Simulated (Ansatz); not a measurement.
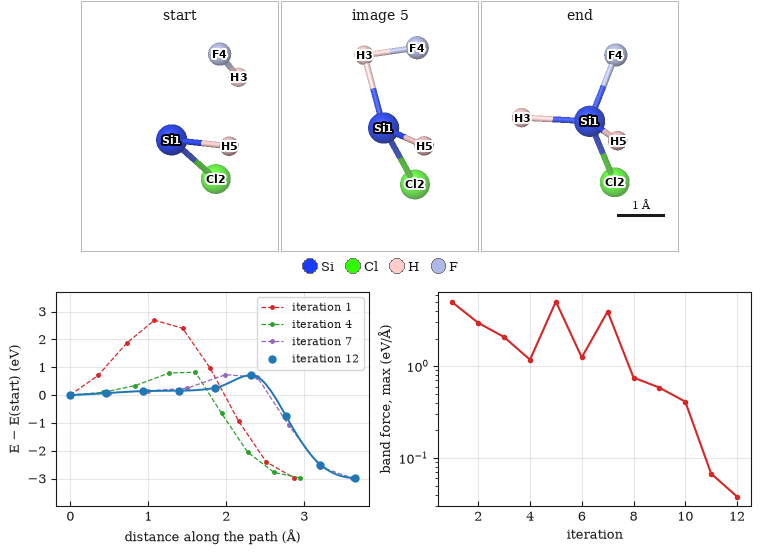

A nudged-elastic-band calculation for SiH2ClF, made up of SiHCl and HF. Images are numbered from 0 (start) to 8 (end). The plot follows the band through its iterations. Style: ball-and-stick. Shown from a free direction.

All numbers below come from Ansatz, RKS CAM-B3LYP-D4/def2-SVP.

The input:
```yaml
crystal:
  periodic: [false, false, false]
  atoms:
    - {symbol: Si, position_ang: [-0.463821, -0.602366, 0.936786]}
    - {symbol: Cl, position_ang: [1.067826, -1.261920, -0.420336]}
    - {symbol: H, position_ang: [-0.124033, 0.492624, -1.236565]}
    - {symbol: F, position_ang: [-0.862980, 0.833141, -0.765930]}
    - {symbol: H, position_ang: [0.383008, 0.538522, 1.485945]}
basis:
  gaussian: {orbitals: def2-SVP}
hamiltonian: {xc: {name: CAM-B3LYP}, dispersion: d4}
neb:
  images: 7
  climbing: true
  max_iterations: 60
  initial_path: idpp
  spring: 2.5
  final_atoms:
    - {symbol: Si, position_ang: [-0.095177, 0.066634, 0.032744]}
    - {symbol: Cl, position_ang: [1.173538, -1.516024, -0.138655]}
    - {symbol: H, position_ang: [-1.398818, -0.302171, -0.550840]}
    - {symbol: F, position_ang: [0.494454, 1.288706, -0.794842]}
    - {symbol: H, position_ang: [-0.173996, 0.462854, 1.451493]}
```

Run as
```bash
ansatz run in.yaml --threads 2 --pin off --events-out ev --progress --plain --max-ram 4352MiB
```

### Judge this run.

The run is converged, with reservations. The band converged in 12 iterations. The largest component of the band force went from 5 to 0.038 eV/Å. The climbing image converged on the top of the path. Its curvatures weren't checked. The largest force component is 0.18 eV/Å at the start and 0.76 eV/Å at the end; an end with forces this large is no minimum, and the barrier measured from it can be far off. The first iteration put the highest image at 2.69 eV. Forward barrier 0.72 eV, backward barrier 3.69 eV, with image 5 at the top; the reaction energy is −2.98 eV.

Limits of the set-up: the start holds two separate molecules, 2.3 Å apart at their closest, whose relative position is a soft coordinate.

The run took roughly 2.5 core-minutes on a shared host.
